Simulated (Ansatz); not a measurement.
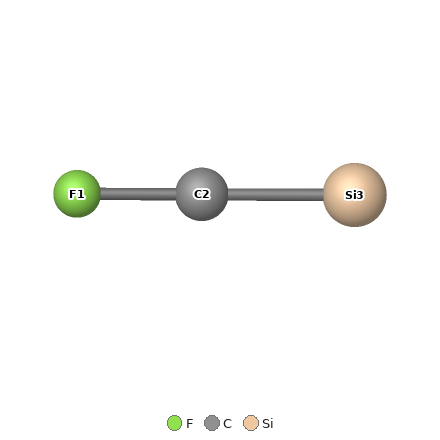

The system is CFSi, SMILES FC#[Si-], charge −1; the picture shows the reference structure. The first coordinate is: angle F1–C2–Si3 (carried through 180); the second: change of the bonds C2–F1, C2–Si3, all alike. Nothing is relaxed (all other coordinates rigid). The grid has 15 × 15 points; 120 points were computed and 105 follow by symmetry. Points are written as (first, second). Energies: kJ/mol, counted from the lowest grid point. Method: RHF/def2-TZVPD in Ansatz.

Its coordinates:

```xyz
3

F     0.1277    1.3911    0.2245
C     0.0090    0.0976    0.0157
Si   -0.1367   -1.4887   -0.2402
```

Range: angle F1–C2–Si3 (carried through 180) from 140.0 to 220.0°; change of the bonds C2–F1, C2–Si3, all alike from −0.161 to 0.249 Å.

What landscape does the calculation give?

Answer. The lowest grid point is at (180.0°, 0.015 Å). It is the only kind of minimum in the scanned range. The highest grid point, (140.0°, −0.161 Å), lies 278 kJ/mol above the lowest. Round the minimum the two coordinates are nearly uncoupled.

```tsv
second ↓, first →	140.0	145.7	151.4	157.1	162.9	168.6	174.3	180.0	185.7	191.4	197.1	202.9	208.6	214.3	220.0
0.249	170	172	174	175	176	177	177	177	177	177	176	175	174	172	170
0.220	146	146	146	146	146	146	146	145	146	146	146	146	146	146	146
0.190	122	120	119	117	116	115	115	114	115	115	116	117	119	120	122
0.161	101	97	94	91	89	88	87	86	87	88	89	91	94	97	101
0.132	83	77	72	68	65	63	61	61	61	63	65	68	72	77	83
0.103	68	61	54	49	44	41	39	39	39	41	44	49	54	61	68
0.073	58	48	39	32	27	23	21	20	21	23	27	32	39	48	58
0.044	52	40	30	22	15	11	8	7	8	11	15	22	30	40	52
0.015	54	39	27	17	10	4	1	0	1	4	10	17	27	39	54
−0.015	63	46	32	20	11	5	1	0	1	5	11	20	32	46	63
−0.044	80	61	45	32	21	14	10	9	10	14	21	32	45	61	80
−0.073	108	86	68	53	42	34	29	27	29	34	42	53	68	86	108
−0.103	150	125	105	88	75	66	60	59	60	66	75	88	105	125	150
−0.132	206	178	154	136	121	111	105	103	105	111	121	136	154	178	206
−0.161	278	246	220	200	183	172	165	163	165	172	183	200	220	246	278
```

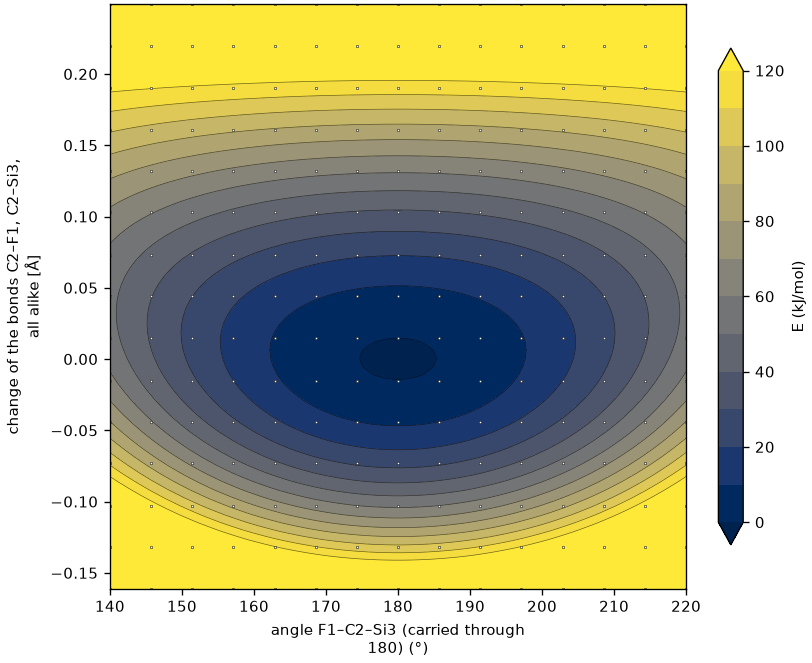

In the figure: filled contours, dots at the grid points, one colour for all values above the top of the scale. Between grid points the surface is interpolated.

Time for the 120 points that were run: 3.1 min on 1 thread of Arm Neoverse V2, with other jobs on the host.
